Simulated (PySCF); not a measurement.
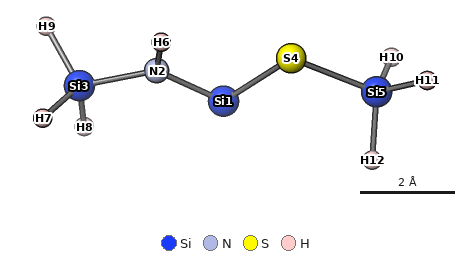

Figure 1. The input geometry (ball-and-stick view, seen at a tilt; atoms are numbered from 1 in the order of the input).

**Si$_{3}$NH$_{7}$S: core-level calculation**

- system: Si$_{3}$NH$_{7}$S, SMILES [SiH3]N[Si]S[SiH3]
- method: delta-SCF UKS SCAN, pcX-2 on the ionised atom, pcseg-1 elsewhere, spin-free X2C (PySCF 2.14.0)

Figures and captions count atoms from 1; the log counts them from 0 in places.

What the program printed:
```
ground state, core basis on atom 0 (Si), 163 functions
  cycle   1  E = -1328.31293958  |g| = 5.44e-01
  cycle   2  E = -1328.04655121  |g| = 1.12e+00
  cycle   3  E = -1328.37951543  |g| = 1.43e-01
  cycle   4  E = -1328.38426177  |g| = 7.76e-02
  cycle   5  E = -1328.38610019  |g| = 2.52e-02
  cycle   6  E = -1328.38630459  |g| = 4.98e-03
  cycle   7  E = -1328.38631354  |g| = 1.76e-03
  cycle   8  E = -1328.38631745  |g| = 5.12e-04
  cycle   9  E = -1328.38631617  |g| = 9.69e-05
  E(ground) = -1328.45676426 Eh
hole in Si 2p of atom 0
  cycle   1  E = -1324.09285877  |g| = 1.22e+00
[... 11 cycles left out ...]
  E(ion) = -1324.51399629 Eh   <S^2> = 0.7636   hole on atom = 1.003   binding energy = 107.288 eV
  2p3/2 = 106.994 eV   2p1/2 = 107.627 eV
ground state, core basis on atom 1 (N), 152 functions
[... 6 cycles left out ...]
  E(ground) = -1328.41375066 Eh
hole in N 1s of atom 1
[... 11 cycles left out ...]
  E(ion) = -1313.55260345 Eh   <S^2> = 0.7683   hole on atom = 1.000   binding energy = 404.392 eV
ground state, core basis on atom 2 (Si), 163 functions
[... 7 cycles left out ...]
  E(ground) = -1328.45525701 Eh
hole in Si 2p of atom 2
[... 11 cycles left out ...]
  E(ion) = -1324.50502098 Eh   <S^2> = 0.7518   hole on atom = 1.002   binding energy = 107.491 eV
  2p3/2 = 107.262 eV   2p1/2 = 107.885 eV
ground state, core basis on atom 3 (S), 163 functions
[... 7 cycles left out ...]
  E(ground) = -1328.53157523 Eh
hole in S 2p of atom 3
[... 10 cycles left out ...]
  E(ion) = -1322.32921189 Eh   <S^2> = 0.7546   hole on atom = 1.001   binding energy = 168.775 eV
  2p3/2 = 168.296 eV   2p1/2 = 169.524 eV
ground state, core basis on atom 4 (Si), 163 functions
[... 7 cycles left out ...]
  E(ground) = -1328.45205841 Eh
hole in Si 2p of atom 4
[... 1 cycle left out ...]
  cycle   2  E = -1322.12510037  |g| = 1.71e+00
  cycle   3  E = -1323.88619866  |g| = 8.46e-01
  cycle   4  E = -1324.37794147  |g| = 2.50e-01
  cycle   5  E = -1324.40250249  |g| = 1.74e-01
  cycle   6  E = -1324.42077740  |g| = 5.16e-02
  cycle   7  E = -1324.42274212  |g| = 1.03e-02
  cycle   8  E = -1324.42279977  |g| = 4.33e-03
  cycle   9  E = -1324.42280649  |g| = 1.90e-03
  cycle  10  E = -1324.42280946  |g| = 7.46e-04
  cycle  11  E = -1324.42280960  |g| = 2.57e-04
  E(ion) = -1324.50496029 Eh   <S^2> = 0.7530   hole on atom = 1.002   binding energy = 107.406 eV
  2p3/2 = 107.165 eV   2p1/2 = 107.789 eV
```

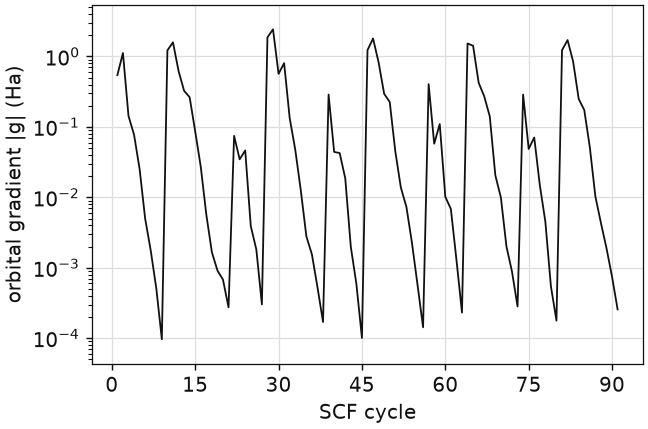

Figure 2. Convergence of the self-consistent field: orbital gradient |g| against the SCF cycle. All cycles printed in the log are drawn one after another.

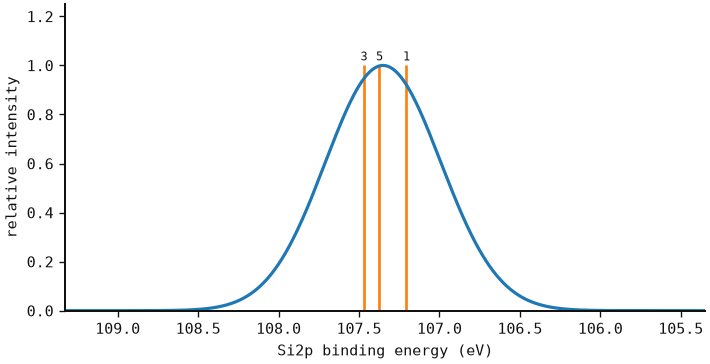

Figure 3. Si2p binding energies by ΔSCF of the atoms computed, labelled by atom number, with a Gaussian envelope of 0.8 eV full width. They run from 107.20 eV (atom 1) to 107.47 eV (atom 3).

The run was set up as follows.

The input:
```
{"job": {"kind": "xps", "holes": 5}, "charge": 0, "multiplicity": 1}
Si     0.002588    -0.002079     0.566446
N     -1.326909     0.062749    -0.547453
Si    -3.023462     0.144881    -0.094804
S      1.598791    -0.029816    -0.922050
Si     3.300239    -0.173317     0.390024
H     -1.131851     0.070820    -1.549590
H     -3.653042     1.411423    -0.576644
H     -3.067660     0.090731     1.394500
H     -3.786891    -1.002200    -0.672018
H      3.440652    -1.549559     0.950564
H      4.498415     0.145234    -0.437092
H      3.186011     0.801640     1.514479
```

The first line tells a small driver script what to run in PySCF; the rest is the geometry in Å.

Launch command:
```bash
OMP_NUM_THREADS=1 python <driver script> task.json out
```

Summary:

```json
{"quantity": "outcome", "value": "converged"}
{"quantity": "hardware", "value": "1 CPU thread, shared host"}
{"quantity": "wall time", "value": "30 s"}
{"quantity": "peak memory", "value": "0.6 GiB"}
```
